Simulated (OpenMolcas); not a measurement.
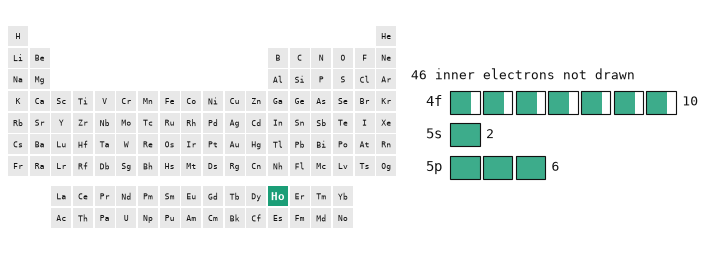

Left, the place of holmium in the periodic table; right, the outer shells of the leading configuration of the lowest level: a box for each of the 2l + 1 orbitals, shaded by the share of the shell that is filled, with the electron count at the right.

Run report: Ho³⁺ complex, multiconfigurational calculation (part 1 of 2)

Ho³⁺ with 4 ligands (Cl; tetrahedron, 2.53 Å), neutralised by 4 outer point charges of +0.25 e, whose field is part of the energies. Computed at this level: state-averaged CASSCF, active space 10 electrons in the shell 4f, basis ANO-RCC-VDZP on the metal and ANO-RCC-VDZP on the ligands, DKH2 scalar Hamiltonian, spin-orbit coupling by RASSI with atomic mean-field integrals (OpenMolcas).

## Input
```
&GATEWAY
Coord
5

Ho 0.0 0.0 0.0
Cl 1.460696 1.460696 1.460696
Cl 1.460696 -1.460696 -1.460696
Cl -1.460696 1.460696 -1.460696
Cl -1.460696 -1.460696 1.460696
Basis=Ho.ANO-RCC-VDZP,Cl.ANO-RCC-VDZP
Group=NoSym
NoMove
AngMom=0.0 0.0 0.0
AMFI
RICD
XField
4 Angstrom 0
2.846337 2.846337 2.846337 0.250000
2.846337 -2.846337 -2.846337 0.250000
-2.846337 2.846337 -2.846337 0.250000
-2.846337 -2.846337 2.846337 0.250000
&SEWARD
&RASSCF
FileOrb=start.orb
Symmetry=1
Spin=5
nActEl=10 0 0
Inactive=63
Ras2=7
CIRoot=35 35 1
SDav=35
CIMx=300
Iter=150 100
PrWF=0.3
OrbListing=Nothing
MaxOrb=0
LevShft=1.0
>>> COPY $Project.JobIph JOB001
&RASSCF
FileOrb=start.orb
Symmetry=1
Spin=3
nActEl=10 0 0
Inactive=63
Ras2=7
CIRoot=162 162 1
SDav=210
CIMx=300
Iter=150 100
PrWF=0.3
OrbListing=Nothing
MaxOrb=0
CIOnly
LevShft=1.0
>>> COPY $Project.JobIph JOB002
&RASSCF
FileOrb=start.orb
Symmetry=1
Spin=1
nActEl=10 0 0
Inactive=63
Ras2=7
CIRoot=162 162 1
SDav=196
CIMx=300
Iter=150 100
PrWF=0.3
OrbListing=Nothing
MaxOrb=0
CIOnly
LevShft=1.0
>>> COPY $Project.JobIph JOB003
&RASSI
NrOfJobIphs=3 30 106 31
1 2 3 4 5 6 7 8 9 10 11 12 13 14 15 16 17 18 19 20 21 22 23 24 25 26 27
28 29 30
1 2 3 4 5 6 7 8 9 10 11 12 13 14 15 16 17 18 19 20 21 22 23 24 25 26 27
28 29 30 31 32 33 34 35 36 37 38 39 40 41 42 43 44 45 46 47 48 49 50 51
52 53 54 55 56 57 58 59 60 61 62 63 64 65 66 67 68 69 70 71 72 73 74 75
76 77 78 79 80 81 82 83 84 85 86 87 88 89 90 91 92 93 94 95 96 97 98 99
100 101 102 103 104 105 106
1 2 3 4 5 6 7 8 9 10 11 12 13 14 15 16 17 18 19 20 21 22 23 24 25 26 27
28 29 30 31
IphNames
JOB001
JOB002
JOB003
EJob
SpinOrbit
DIPRint=1.0
SOCoupling=1000.0
Subsets=2
Property=9
'ANGMOM' 1 'ANGMOM' 2 'ANGMOM' 3 'MLTPL  1' 1 'MLTPL  1' 2 'MLTPL  1' 3
'AMFI' 1 'AMFI' 2 'AMFI' 3
SOProperty=3
'ANGMOM' 1 'ANGMOM' 2 'ANGMOM' 3
```

The file start.orb holds starting orbitals from an earlier step. A driver script formed the levels outside the program, from RASSI's spin-orbit matrix and the active-space energies, averaged over the components of each term or state.

Hardware: 1 thread of Arm Neoverse V1, 24 GiB of memory available, shared host.

Command:
```bash
OMP_NUM_THREADS=1 MOLCAS_MEM=2457 MOLCAS_PROJECT=a pymolcas a.inp > a.log  # once for each step of the input, in one work folder
```

## Output (extracts)
```
--- SEWARD ---
Basis set label: HO.ANO-RCC...7S6P4D2F1G.

      Electronic valence basis set:
      ------------------
      Associated Effective Charge  67.000000 au
      Associated Actual Charge     67.000000 au
      Nuclear Model: Point charge

      Shell  nPrim  nBasis  Cartesian Spherical Contaminant
         s      25       7        X
         p      22       6        X
         d      15       4                 X
         f      11       2                 X
         g       4       1                 X
                  Relativistic Douglas-Kroll-Hess integrals:
                    - DKH order of Hamiltonian: 2
                    - DKH order of Properties : 0
                  Atomic mean-field integrals
--- RASSCF ---
Wave function specifications:
      -----------------------------

      Number of closed shell electrons         126
      Number of electrons in active shells      10
      Max number of holes in RAS1 space          0
      Max nr of electrons in RAS3 space          0
      Number of inactive orbitals               63
      Number of active orbitals                  7
      Number of secondary orbitals              70
      Spin quantum number                      2.0
      State symmetry                             1
Orbital specifications:
      -----------------------

      Symmetry species                           1
                                                 a
      Frozen orbitals                            0
      Inactive orbitals                         63
      Active orbitals                            7
      RAS1 orbitals                              0
      RAS2 orbitals                              7
      RAS3 orbitals                              0
      Secondary orbitals                        70
      Deleted orbitals                           0
      Number of basis functions                140
      Number of CSFs                            35
      Number of root(s) required                35
      Iter CI   SX   CI       RASSCF       Energy    max ROT     max BLB   max BLB  Level Ln srch  Step   QN
          iter iter root      energy       change     param      element    value   shift minimum  type update
 Nr of preliminary CI iterations:   1
      Total energies have been shifted. Add               -14000.00 au
        1   1    9    0  -448.70646718    0.00E+00  -4.16E-02   67  79 1  2.92E-01*  1.60   0.00    SX    NO
        2   1    9    0  -449.02546709   -3.19E-01*  2.12E-02   23 100 1  1.19E-01*  1.12   0.00    SX    NO
        3   1    9    0  -449.13892516   -1.13E-01*  1.45E-02   69  81 1  5.67E-02*  1.19   0.00    SX    NO
        4   1    9    0  -449.17473189   -3.58E-02* -1.00E-02   65  77 1 -4.01E-02*  1.05   0.00    SX    NO
        5   1    9    0  -449.18963519   -1.49E-02*  1.47E-02   50  72 1  2.31E-02*  1.08   1.53    QN   YES
        6   1    8    0  -449.19951578   -9.88E-03* -4.36E-03   67  79 1  8.35E-03*  1.04   1.23    QN   YES
        7   1    8    0  -449.20071029   -1.19E-03* -1.19E-03   27  95 1 -3.47E-03*  1.03   1.39    QN   YES
        8   1    8    0  -449.20099910   -2.89E-04* -4.89E-04   57 132 1 -1.73E-03*  1.03   1.28    QN   YES
        9   1    7    0  -449.20104037   -4.13E-05* -2.70E-04   30 105 1 -1.03E-03*  1.03   1.35    QN   YES
       10   1    7    0  -449.20104976   -9.39E-06* -1.26E-04   27  95 1  2.93E-04*  1.03   1.40    QN   YES
       11   1    6    0  -449.20105211   -2.35E-06* -6.81E-05   57 132 1  1.79E-04*  1.03   1.34    QN   YES
       12   1    6    0  -449.20105265   -5.36E-07* -4.22E-05   57 132 1  1.55E-04*  1.03   1.43    QN   YES
       13   1    5    0  -449.20105279   -1.46E-07*  1.91E-05   30 105 1  4.87E-05   1.03   1.33    QN   YES
       14   1    5    0  -449.20105282   -2.94E-08* -8.61E-06   25  93 1 -1.81E-05   1.03   1.27    QN   YES
       15   1    5    0  -449.20105282    1.62E-09   2.92E-06   57 132 1 -1.60E-05   1.03   0.22    QN   YES
      Convergence after 15 iterations
       16   1    5    0  -449.20105282   -1.36E-09   2.92E-06   30 105 1 -1.01E-05   1.03   0.22    QN   YES
      Natural orbitals and occupation numbers for root  1
      sym 1:   1.167494   1.167494   1.832506   1.000000   1.832506   1.832506   1.167494
      Natural orbitals and occupation numbers for root  2
      sym 1:   1.496227   1.205680   1.435213   1.496227   1.435213   1.435213   1.496227
      Natural orbitals and occupation numbers for root  3
      sym 1:   1.300238   1.745914   1.674581   1.038131   1.892402   1.244822   1.103912
::    RASSCF root number  1 Total energy: -14449.28175731
::    RASSCF root number  2 Total energy: -14449.28171626
::    RASSCF root number  3 Total energy: -14449.28169262
::    RASSCF root number  4 Total energy: -14449.28169262
::    RASSCF root number  5 Total energy: -14449.28169262
::    RASSCF root number  6 Total energy: -14449.28167507
::    RASSCF root number  7 Total energy: -14449.28167507
::    RASSCF root number  8 Total energy: -14449.28167507
::    RASSCF root number  9 Total energy: -14449.28138045
::    RASSCF root number 10 Total energy: -14449.28138045
::    RASSCF root number 11 Total energy: -14449.28134076
::    RASSCF root number 12 Total energy: -14449.28134076
::    RASSCF root number 13 Total energy: -14449.28134076
::    RASSCF root number 14 Total energy: -14449.20127155
::    RASSCF root number 15 Total energy: -14449.20105353
::    RASSCF root number 16 Total energy: -14449.20102150
::    RASSCF root number 17 Total energy: -14449.20102150
::    RASSCF root number 18 Total energy: -14449.20102150
::    RASSCF root number 19 Total energy: -14449.20101231
::    RASSCF root number 20 Total energy: -14449.20101231
::    RASSCF root number 21 Total energy: -14449.20101231
::    RASSCF root number 22 Total energy: -14449.15521396
::    RASSCF root number 23 Total energy: -14449.15520389
::    RASSCF root number 24 Total energy: -14449.15520389
::    RASSCF root number 25 Total energy: -14449.15520389
::    RASSCF root number 26 Total energy: -14449.15520037
::    RASSCF root number 27 Total energy: -14449.15520037
::    RASSCF root number 28 Total energy: -14449.15472510
::    RASSCF root number 29 Total energy: -14449.15472510
::    RASSCF root number 30 Total energy: -14449.15472510
--- RASSCF ---
Wave function specifications:
      -----------------------------

      Number of closed shell electrons         126
      Number of electrons in active shells      10
      Max number of holes in RAS1 space          0
      Max nr of electrons in RAS3 space          0
      Number of inactive orbitals               63
      Number of active orbitals                  7
      Number of secondary orbitals              70
      Spin quantum number                      1.0
      State symmetry                             1
Orbital specifications:
      -----------------------

      Symmetry species                           1
                                                 a
      Frozen orbitals                            0
      Inactive orbitals                         63
      Active orbitals                            7
      RAS1 orbitals                              0
      RAS2 orbitals                              7
      RAS3 orbitals                              0
      Secondary orbitals                        70
      Deleted orbitals                           0
      Number of basis functions                140
      Number of CSFs                           210
      Number of root(s) required               162
      Iter CI   SX   CI       RASSCF       Energy    max ROT     max BLB   max BLB  Level Ln srch  Step   QN
          iter iter root      energy       change     param      element    value   shift minimum  type update
 Nr of preliminary CI iterations:   1
        1   1    0    0-14449.09166487    0.00E+00   0.00E+00   64  76 1 -9.57E-03*  0.00   0.00    SX    NO
      Natural orbitals and occupation numbers for root  1
      sym 1:   1.405953   1.446495   1.413315   1.423711   1.439278   1.438473   1.432774
      Natural orbitals and occupation numbers for root  2
      sym 1:   1.438317   1.405865   1.446633   1.434071   1.412093   1.439290   1.423731
      Natural orbitals and occupation numbers for root  3
      sym 1:   1.438760   1.434636   1.440741   1.407537   1.433169   1.421293   1.423863
::    RASSCF root number  1 Total energy: -14449.18571309
::    RASSCF root number  2 Total energy: -14449.18571309
::    RASSCF root number  3 Total energy: -14449.18571309
::    RASSCF root number  4 Total energy: -14449.18570183
::    RASSCF root number  5 Total energy: -14449.18570183
::    RASSCF root number  6 Total energy: -14449.18570173
::    RASSCF root number  7 Total energy: -14449.18570173
::    RASSCF root number  8 Total energy: -14449.18570173
::    RASSCF root number  9 Total energy: -14449.18570161
::    RASSCF root number 10 Total energy: -14449.18565333
::    RASSCF root number 11 Total energy: -14449.18565333
::    RASSCF root number 12 Total energy: -14449.18565333
::    RASSCF root number 13 Total energy: -14449.18564772
::    RASSCF root number 14 Total energy: -14449.18564772
::    RASSCF root number 15 Total energy: -14449.18564772
::    RASSCF root number 16 Total energy: -14449.15904385
::    RASSCF root number 17 Total energy: -14449.15904385
::    RASSCF root number 18 Total energy: -14449.15904385
::    RASSCF root number 19 Total energy: -14449.15901227
::    RASSCF root number 20 Total energy: -14449.15901227
::    RASSCF root number 21 Total energy: -14449.15893603
::    RASSCF root number 22 Total energy: -14449.15893603
::    RASSCF root number 23 Total energy: -14449.15893603
::    RASSCF root number 24 Total energy: -14449.15881236
::    RASSCF root number 25 Total energy: -14449.15881236
::    RASSCF root number 26 Total energy: -14449.15881236
::    RASSCF root number 27 Total energy: -14449.14888520
::    RASSCF root number 28 Total energy: -14449.14888520
::    RASSCF root number 29 Total energy: -14449.14883587
::    RASSCF root number 30 Total energy: -14449.14883587
--- RASSCF ---
Wave function specifications:
      -----------------------------

      Number of closed shell electrons         126
      Number of electrons in active shells      10
      Max number of holes in RAS1 space          0
      Max nr of electrons in RAS3 space          0
      Number of inactive orbitals               63
      Number of active orbitals                  7
      Number of secondary orbitals              70
      Spin quantum number                      0.0
      State symmetry                             1
Orbital specifications:
      -----------------------

      Symmetry species                           1
                                                 a
      Frozen orbitals                            0
      Inactive orbitals                         63
      Active orbitals                            7
      RAS1 orbitals                              0
      RAS2 orbitals                              7
      RAS3 orbitals                              0
      Secondary orbitals                        70
      Deleted orbitals                           0
      Number of basis functions                140
      Number of CSFs                           196
      Number of root(s) required               162
      Iter CI   SX   CI       RASSCF       Energy    max ROT     max BLB   max BLB  Level Ln srch  Step   QN
          iter iter root      energy       change     param      element    value   shift minimum  type update
 Nr of preliminary CI iterations:   1
        1   1    0    0-14449.01053109    0.00E+00   0.00E+00   66  78 1 -1.64E-02*  0.00   0.00    SX    NO
      Natural orbitals and occupation numbers for root  1
      sym 1:   1.322439   1.280033   1.772257   1.100490   1.652495   1.600164   1.272123
      Natural orbitals and occupation numbers for root  2
      sym 1:   1.263711   1.263657   1.660026   1.100517   1.715771   1.661185   1.335133
      Natural orbitals and occupation numbers for root  3
      sym 1:   1.279926   1.322513   1.772023   1.100490   1.652702   1.600251   1.272095
::    RASSCF root number  1 Total energy: -14449.12723333
::    RASSCF root number  2 Total energy: -14449.12723333
::    RASSCF root number  3 Total energy: -14449.12723333
::    RASSCF root number  4 Total energy: -14449.12714324
::    RASSCF root number  5 Total energy: -14449.12714324
::    RASSCF root number  6 Total energy: -14449.12713584
::    RASSCF root number  7 Total energy: -14449.12713584
::    RASSCF root number  8 Total energy: -14449.12713584
::    RASSCF root number  9 Total energy: -14449.12712817
::    RASSCF root number 10 Total energy: -14449.12696714
::    RASSCF root number 11 Total energy: -14449.12696714
::    RASSCF root number 12 Total energy: -14449.12696714
::    RASSCF root number 13 Total energy: -14449.12688735
::    RASSCF root number 14 Total energy: -14449.12688735
::    RASSCF root number 15 Total energy: -14449.12688735
::    RASSCF root number 16 Total energy: -14449.12688708
::    RASSCF root number 17 Total energy: -14449.12688708
::    RASSCF root number 18 Total energy: -14449.10975042
::    RASSCF root number 19 Total energy: -14449.10975042
::    RASSCF root number 20 Total energy: -14449.10942392
::    RASSCF root number 21 Total energy: -14449.10942392
::    RASSCF root number 22 Total energy: -14449.10942392
::    RASSCF root number 23 Total energy: -14449.09638091
::    RASSCF root number 24 Total energy: -14449.09638091
::    RASSCF root number 25 Total energy: -14449.09638091
::    RASSCF root number 26 Total energy: -14449.09598431
::    RASSCF root number 27 Total energy: -14449.09598431
::    RASSCF root number 28 Total energy: -14449.09594633
::    RASSCF root number 29 Total energy: -14449.09594633
::    RASSCF root number 30 Total energy: -14449.09594633
```

(Continued in part 2.) Outcome of the run: converged.
